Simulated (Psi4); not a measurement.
# UHF/def2-SVP run of SiClOF2 (SMILES [O][Si](F)(F)Cl)

What is the vertical doublet–quartet gap of SiClOF2 at UHF/def2-SVP? Input form: a Python script.

Program for the calculation: Psi4 1.11.

2 further runs of the same task are left out: 2 set aside as unsound or not needed.

**1. The molecule**

SiClOF2: 5 atoms, total charge 0, spin state doublet. SMILES: `[O][Si](F)(F)Cl`. The coordinates come from a PBE0-D4/def2-TZVP relaxation.

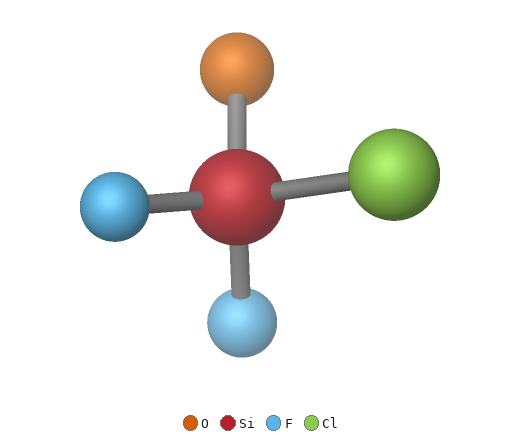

The structure, seen from a chosen angle (oxygen orange, silicon red, fluorine blue, chlorine green).

**2. Energy and gradient at UHF/def2-SVP**

File job.py:

```python
import psi4

psi4.set_memory('2200 MB')
psi4.set_num_threads(1)
psi4.set_output_file('clf2osi.out', False)

geom = psi4.geometry("""
0 2
O     -0.173100     0.048700     1.622400
Si     0.071000    -0.092200     0.005600
F     -0.374600    -1.493300    -0.542700
F      1.581700     0.074400    -0.383900
Cl    -1.055100     1.388700    -0.742800
units angstrom
symmetry c1
""")

psi4.set_options({
    'basis': 'def2-SVP',
    'reference': 'uhf',
    'puream': True,
    'e_convergence': 1e-09,
    'd_convergence': 1e-08,
    'scf_type': 'pk',
    'maxiter': 100,
})

e, wfn = psi4.gradient('hf', molecule=geom, return_wfn=True)
psi4.oeprop(wfn, 'WIBERG_LOWDIN_INDICES', 'QUADRUPOLE', 'LOWDIN_CHARGES')
print('gradient / Eh bohr^-1')
print(e.np.round(6))
print(f'energy = {wfn.energy():.10f} Eh')
for k, v in sorted(psi4.core.scalar_variables().items()):
    print(f'{k:45s} {v:18.10f}')
```

The run is started by

```sh
python job.py
```

clf2osi.out, cut to the lines that bear on the results:

```text
[...]
  Running in c1 symmetry.
[...]
  Nuclear repulsion =  309.297036644550076
[...]
  Multiplicity = 2
[...]
  Nalpha       = 29
  Nbeta        = 28
[...]
    Number of basis functions: 78
[...]
   @UHF iter   1: -1021.54463712977372   -7.01809e-01   8.58112e-03 ADIIS/DIIS
[...]
   @UHF iter  19: -1021.87838952681830   -1.81899e-12   6.67461e-09 DIIS
[...]
   @S^2 Observed:                7.550293543E-01
[...]
    Orbital Energies [Eh]
    ---------------------
    Alpha Occupied:
       1A   -104.831779     2A    -68.934661     3A    -26.330616
       4A    -26.330558     5A    -20.664559     6A    -10.597007
       7A     -8.071829     8A     -8.069057     9A     -8.068610
      10A     -6.290181    11A     -4.403286    12A     -4.403177
      13A     -4.402347    14A     -1.630506    15A     -1.607014
      16A     -1.402032    17A     -1.144952    18A     -0.827806
      19A     -0.764186    20A     -0.744768    21A     -0.741027
      22A     -0.709749    23A     -0.705122    24A     -0.686449
      25A     -0.663131    26A     -0.606419    27A     -0.587770
      28A     -0.512115    29A     -0.511637
    Alpha Virtual:
[...]
  @UHF Final Energy: -1021.87838952681830
   => Energetics <=
    Nuclear Repulsion Energy =            309.2970366445500758
    One-Electron Energy =               -2032.8641449554293104
    Two-Electron Energy =                 701.6887187840608249
    Total Energy =                      -1021.8783895268182960
  UHF NO Occupations:
  HONO-2 :   27  A 1.9995118
  HONO-1 :   28  A 1.9985824
[...]
  -Total Gradient:
     Atom            X                  Y                   Z
    ------   -----------------  -----------------  -----------------
       1       -0.001859806025     0.003429291723    -0.010936242412
       2        0.005447362389    -0.007050086707     0.004503345218
       3        0.001693866386     0.006887487134     0.001131209969
       4       -0.007316585855    -0.000232268593     0.000453478105
       5        0.002035163106    -0.003034423546     0.004848209126
[...]
 Multipole Moments:
 ------------------------------------------------------------------------------------
     Multipole            Electronic (a.u.)      Nuclear  (a.u.)        Total (a.u.)
 ------------------------------------------------------------------------------------
 L = 1.  Multiply by 2.5417464519 to convert [e a0] to [Debye]
 Dipole X            :          0.4656809           -0.5221094           -0.0564285
 Dipole Y            :         -0.4550763            0.5355367            0.0804604
 Dipole Z            :         -1.2408496            1.1473129           -0.0935367
 Magnitude           :                                                    0.1356730
 L = 2.  Multiply by 1.3450342976 to convert [e a0^2] to [Debye ang]
 Quadrupole XX       :       -180.7780612          150.1213100          -30.6567512
 Quadrupole XY       :         62.4079436          -63.1165556           -0.7086120
[...]
```

On the terminal:

```text
gradient / Eh bohr^-1
[[-0.00186   0.003429 -0.010936]
 [ 0.005447 -0.00705   0.004503]
 [ 0.001694  0.006887  0.001131]
 [-0.007317 -0.000232  0.000453]
 [ 0.002035 -0.003034  0.004848]]
energy = -1021.8783895268 Eh
CURRENT ENERGY                                  -1021.8783895268
CURRENT REFERENCE ENERGY                        -1021.8783895268
DD SOLVATION ENERGY                                 0.0000000000
HF KINETIC ENERGY                                1021.4403082840
HF POTENTIAL ENERGY                             -2043.3186978109
HF TOTAL ENERGY                                 -1021.8783895268
HF VIRIAL RATIO                                     2.0004288858
NUCLEAR REPULSION ENERGY                          309.2970366446
ONE-ELECTRON ENERGY                             -2032.8641449554
PCM POLARIZATION ENERGY                             0.0000000000
PE ENERGY                                           0.0000000000
SCF ITERATION ENERGY                            -1021.8783895268
SCF ITERATIONS                                     19.0000000000
SCF TOTAL ENERGY                                -1021.8783895268
TWO-ELECTRON ENERGY                               701.6887187841
```

Run time: 7.2 s. Hardware: 1 thread of Intel Xeon Platinum 8259CL at 2.50GHz (Skylake/Cascade Lake), shared host; peak memory 0.26 GiB.

**3. The quartet at the same level**

File clf2osi.xyz:

```xyz
5
ClF2OSi
O     -0.173100     0.048700     1.622400
Si     0.071000    -0.092200     0.005600
F     -0.374600    -1.493300    -0.542700
F      1.581700     0.074400    -0.383900
Cl    -1.055100     1.388700    -0.742800
```

File clf2osi.py:

```python
import psi4

psi4.set_memory('2200 MB')
psi4.set_num_threads(1)
psi4.core.set_output_file('output.dat', False)

with open('clf2osi.xyz') as f:
    atoms = ''.join(f.readlines()[2:])
geom = psi4.geometry('0 4\n' + atoms + 'symmetry c1\nno_reorient\nno_com')

psi4.set_options(dict(reference='uhf', puream=True, e_convergence=1e-09, d_convergence=1e-08, scf_type='pk', maxiter=100))

e_tot = psi4.gradient('scf/def2-SVP')
print('gradient / Eh bohr^-1')
print(e_tot.np.round(6))
for k, v in sorted(psi4.core.scalar_variables().items()):
    print(f'{k:45s} {v:18.10f}')
```

The run is started by

```sh
python clf2osi.py
```

output.dat, cut to the lines that bear on the results:

```text
[...]
  Running in c1 symmetry.
[...]
  Nuclear repulsion =  309.297036644550076
[...]
  Multiplicity = 4
[...]
  Nalpha       = 30
  Nbeta        = 27
[...]
    Number of basis functions: 78
[...]
   @UHF iter   1: -1020.96444461981469   -1.21617e-01   1.03946e-02 DIIS/ADIIS
[...]
   @UHF iter  25: -1021.53342796646689   -9.54969e-12   8.12431e-09 DIIS
[...]
   @S^2 Observed:                3.762292367E+00
[...]
  @UHF Final Energy: -1021.53342796646689
   => Energetics <=
    Nuclear Repulsion Energy =            309.2970366445500758
    One-Electron Energy =               -2032.1311307382468385
    Two-Electron Energy =                 701.3006661272299880
    Total Energy =                      -1021.5334279664668884
  UHF NO Occupations:
  HONO-2 :   28  A 1.0000000
  HONO-1 :   29  A 1.0000000
[...]
 Multipole Moments:
 ------------------------------------------------------------------------------------
     Multipole            Electronic (a.u.)      Nuclear  (a.u.)        Total (a.u.)
 ------------------------------------------------------------------------------------
 L = 1.  Multiply by 2.5417464519 to convert [e a0] to [Debye]
 Dipole X            :         13.5345657          -14.1041599           -0.5695943
 Dipole Y            :        -18.1722780           18.7774526            0.6051747
 Dipole Z            :         15.9967917          -14.9465998            1.0501919
 Magnitude           :                                                    1.3392449
[...]
  -Total Gradient:
     Atom            X                  Y                   Z
    ------   -----------------  -----------------  -----------------
       1        0.051489211169    -0.041453945896    -0.225277441370
       2       -0.055936085058     0.055076250814     0.147478952271
       3        0.022799344255     0.026935643881     0.035220879423
       4       -0.034645821721    -0.019008339665     0.030604679286
       5        0.016293351347    -0.021549609110     0.011972930393
[...]
```

The script printed:

```text
gradient / Eh bohr^-1
[[ 0.051489 -0.041454 -0.225277]
 [-0.055936  0.055076  0.147479]
 [ 0.022799  0.026936  0.035221]
 [-0.034646 -0.019008  0.030605]
 [ 0.016293 -0.02155   0.011973]]
CURRENT ENERGY                                  -1021.5334279665
CURRENT REFERENCE ENERGY                        -1021.5334279665
DD SOLVATION ENERGY                                 0.0000000000
HF KINETIC ENERGY                                1022.3759667384
HF POTENTIAL ENERGY                             -2043.9093947049
HF TOTAL ENERGY                                 -1021.5334279665
HF VIRIAL RATIO                                     1.9991759012
NUCLEAR REPULSION ENERGY                          309.2970366446
ONE-ELECTRON ENERGY                             -2032.1311307382
PCM POLARIZATION ENERGY                             0.0000000000
PE ENERGY                                           0.0000000000
SCF ITERATION ENERGY                            -1021.5334279665
SCF ITERATIONS                                     25.0000000000
SCF TOTAL ENERGY                                -1021.5334279665
TWO-ELECTRON ENERGY                               701.3006661272
```

Run time: 6.9 s. Hardware: 1 thread of Intel Xeon Platinum 8259CL at 2.50GHz (Skylake/Cascade Lake), shared host; peak memory 0.26 GiB.

**4. What came out**

At UHF/def2-SVP:

| quantity | value |
| --- | --- |
| doublet: total energy | -1021.87839 Eh |
| doublet: dipole moment | 0.34 D |
| doublet: HOMO energy (highest over α and β) | -13.87 eV |
| doublet: LUMO energy (lowest over α and β) | 0.61 eV |
| doublet: ⟨S²⟩ | 0.755 |
| doublet: largest force on an atom | 0.597 eV/Å |
| quartet: total energy | -1021.53343 Eh |
| quartet: dipole moment | 3.40 D |
| quartet: HOMO energy (highest over α and β) | -3.54 eV |
| quartet: LUMO energy (lowest over α and β) | -2.39 eV |
| quartet: ⟨S²⟩ | 3.762 |
| quartet: largest force on an atom | 12.073 eV/Å |
| vertical energy of the quartet above the doublet | 9.387 eV |

At this shape the quartet lies 9.39 eV (216 kcal/mol) above the doublet. The largest force (doublet) is 0.60 eV/Å: the shape isn't a stationary point for this species at this level.
